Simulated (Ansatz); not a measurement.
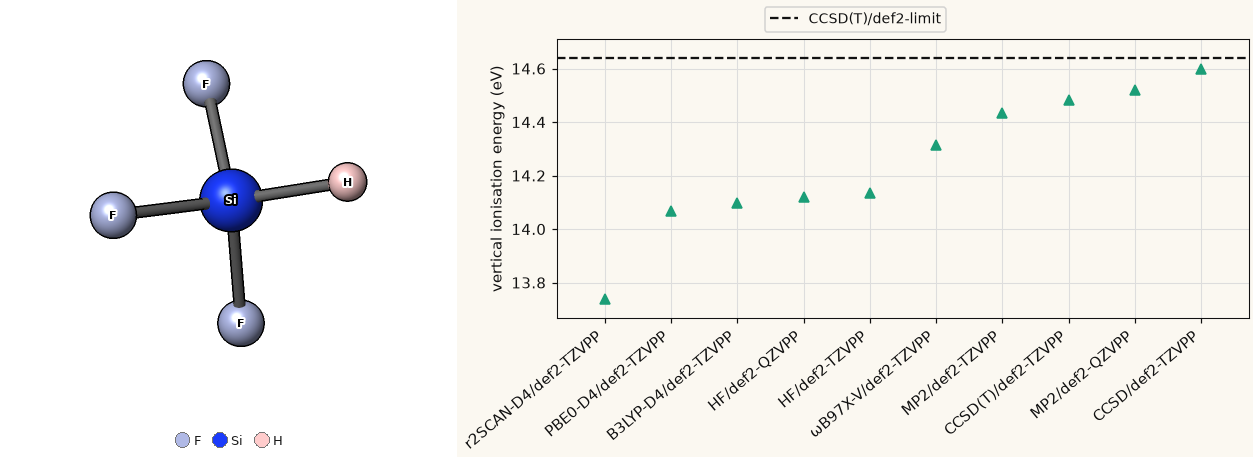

Vertical ionisation energy of SiHF₃, SMILES F[SiH](F)F, taken as the energy of the cation less that of the neutral at fixed geometry (unrestricted doublet cation, cores frozen in correlated methods, no spin-orbit coupling), the Ansatz code, at a PBE0-D4/def2-TZVP geometry (a minimum by its frequencies). Limit means an estimate of the basis limit from triple and quadruple zeta; for coupled cluster it is either extrapolated directly or built as the MP2 limit plus the step from MP2 in triple zeta. The distance of MP2/def2-TZVPP, CCSD(T)/def2-TZVPP, MP2/def2-QZVPP and CCSD/def2-TZVPP to the limit includes basis error.

> What range do the values span, the line included?

From 13.74 eV (r2SCAN-D4/def2-TZVPP) to 14.64 eV (CCSD(T)/def2-limit).

> Give the values.

```tsv
level	eV	less CCSD(T)/def2-limit
r2SCAN-D4/def2-TZVPP	13.74	−0.90
PBE0-D4/def2-TZVPP	14.07	−0.57
B3LYP-D4/def2-TZVPP	14.10	−0.54
HF/def2-QZVPP	14.12	−0.52
HF/def2-TZVPP	14.14	−0.50
ωB97X-V/def2-TZVPP	14.31	−0.32
MP2/def2-TZVPP	14.43	−0.21
CCSD(T)/def2-TZVPP	14.48	−0.16
MP2/def2-QZVPP	14.52	−0.12
CCSD/def2-TZVPP	14.60	−0.04
CCSD(T)/def2-limit	14.64	0.00
```
